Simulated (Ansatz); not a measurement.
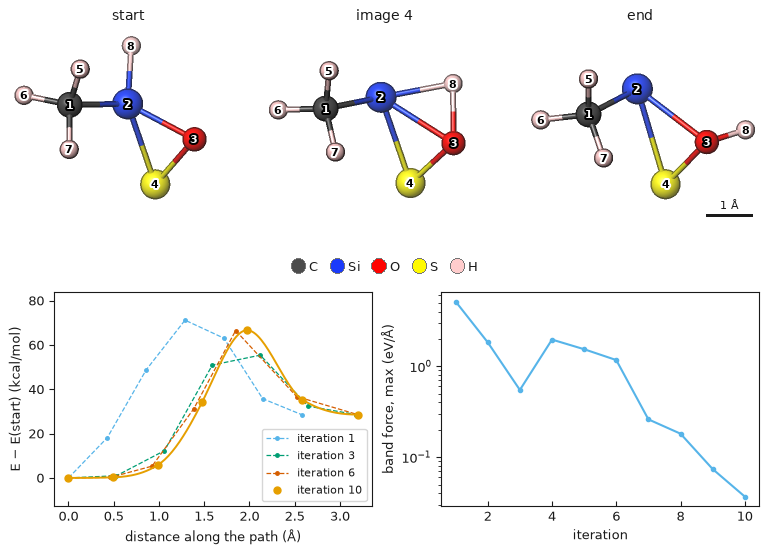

A search for the minimum-energy path of CH4OSSi by the nudged elastic band. Images are numbered from 0 (start) to 6 (end). The plot follows the band through its iterations. Style: ball-and-stick. Shown from a free direction.

These are results of RKS BHLYP-D4/def2-SVPD (Ansatz), not measurements.

The input:
```yaml
crystal:
  periodic: [false, false, false]
  atoms:
    - { symbol: C, position_ang: [-0.136736, 1.082743, 0.178781] }
    - { symbol: Si, position_ang: [0.325442, -0.644911, -0.268615] }
    - { symbol: O, position_ang: [0.006484, -1.857706, 0.828651] }
    - { symbol: S, position_ang: [-1.115065, -2.135174, -0.548016] }
    - { symbol: H, position_ang: [0.632287, 1.521425, 0.821911] }
    - { symbol: H, position_ang: [-0.214012, 1.703747, -0.717729] }
    - { symbol: H, position_ang: [-1.09148, 1.098607, 0.705732] }
    - { symbol: H, position_ang: [1.59308, -0.768742, -1.000715] }
basis:
  gaussian: { orbitals: def2-SVPD }
hamiltonian:
  xc: { name: BHLYP }
  dispersion: d4
neb:
  order_check: false
  images: 5
  f_tol: 0.05
  max_iterations: 60
  initial_path: linear
  final_atoms:
    - { symbol: C, position_ang: [-0.19662684, 1.19238826, 0.15338667] }
    - { symbol: Si, position_ang: [0.61619782, -0.07397122, -1.00019784] }
    - { symbol: O, position_ang: [0.48888679, -1.53089165, 0.31949537] }
    - { symbol: S, position_ang: [-0.92433308, -1.7424201, -0.75425327] }
    - { symbol: H, position_ang: [0.56484363, 1.85400182, 0.57985416] }
    - { symbol: H, position_ang: [-0.87837287, 1.82295069, -0.42940189] }
    - { symbol: H, position_ang: [-0.76645477, 0.73372501, 0.96440424] }
    - { symbol: H, position_ang: [1.09585932, -2.25579381, 0.16671256] }
```

Run as
```bash
ansatz run input.yaml --threads 2 --pin off --max-ram 3072MiB --backend cpu --events-out ev --progress --plain --runs-dir out
```

**Did the band converge, and can the barrier be trusted?**

The run is converged, with reservations. The band converged in 10 iterations. The largest component of the band force went from 5.2 to 0.037 eV/Å. The climbing image converged on the top of the path. Its curvatures weren't checked. The straight starting path can push atoms close together and costs iterations. The first iteration put the highest image at 71.2 kcal/mol. The energy climbs by 66.6 kcal/mol to image 4 and then falls by 38.1 kcal/mol, so the end point sits at +28.6 kcal/mol.
